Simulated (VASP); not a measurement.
Band structure of CaHI (space group P4/nmm). Calculation: PBEsol GGA, VASP's PBE PAW potentials (set 64) (plane waves; VASP 6.6.1).

Unless said otherwise, spin-orbit coupling is left out, though it shifts the bands of the heavy elements here.

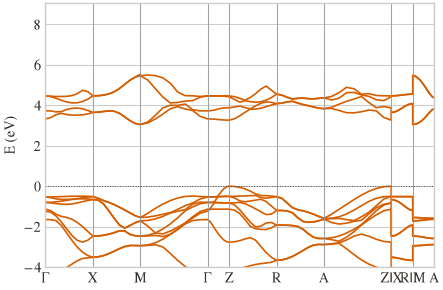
Bands along high-symmetry lines, zero at the valence-band maximum or, without a gap, the Fermi level

### Question
Read the plot: is there a gap, and where are the band edges?

### Answer
The gap is indirect, 3.05 eV, from the valence maximum at Z to the conduction minimum at M. (Edges off the drawn lines would not show.)

The structure comes from a computed database's CaHI entry (P4/nmm); how it stands against other phases isn't given here. It was relaxed first, which changed the volume by -9 %.
